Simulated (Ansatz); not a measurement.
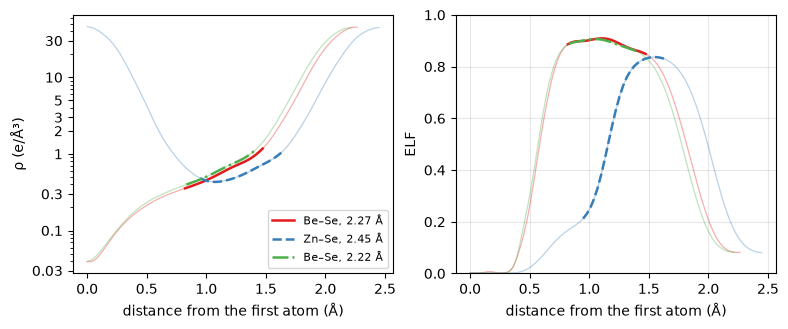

The picture shows: Be5ZnSe6. Valence electron density and ELF along straight lines between neighbouring atoms. Thin, pale parts lie inside the atomic spheres.

Space group P31m; a structure generated by program, which may or may not match a known phase.

Computed with DFT r2SCAN, scalar-relativistic, plane waves, PAW in Ansatz 0.2.0.

Core electrons are frozen (PAW), and the valence fields are smoothed inside the atomic spheres.

```
CELL_PARAMETERS angstrom
6.43503 0.00000 0.00000
-3.21752 5.57290 0.00000
0.00000 0.00000 6.11843
ATOMIC_POSITIONS crystal
Be 0.66003 0.00000 0.00543
Be 0.33997 0.33997 0.00543
Be 0.00000 0.66003 0.00543
Be 0.66667 0.33333 0.50460
Be 0.33333 0.66667 0.50460
Zn 0.00000 0.00000 0.50764
Se 0.64182 0.00000 0.37294
Se 0.35818 0.35818 0.37294
Se 0.00000 0.64182 0.37294
Se 0.00000 0.00000 0.90810
Se 0.66667 0.33333 0.87497
Se 0.33333 0.66667 0.87497
```

Q: What can be read from the curves?

A: Be–Se (2.27 Å): ρ at the midpoint is about 0.57 e/Å³; the ELF peaks at about 0.90 between the atoms, as expected for a shared but strongly polarised pair.
Zn–Se (2.45 Å): ρ is about 0.48 e/Å³ halfway; the ELF is about 0.65 at the midpoint.
Be–Se (2.22 Å): the density is about 0.61 e/Å³ at the midpoint; the ELF peaks at about 0.90 between the atoms: a polar covalent bond.
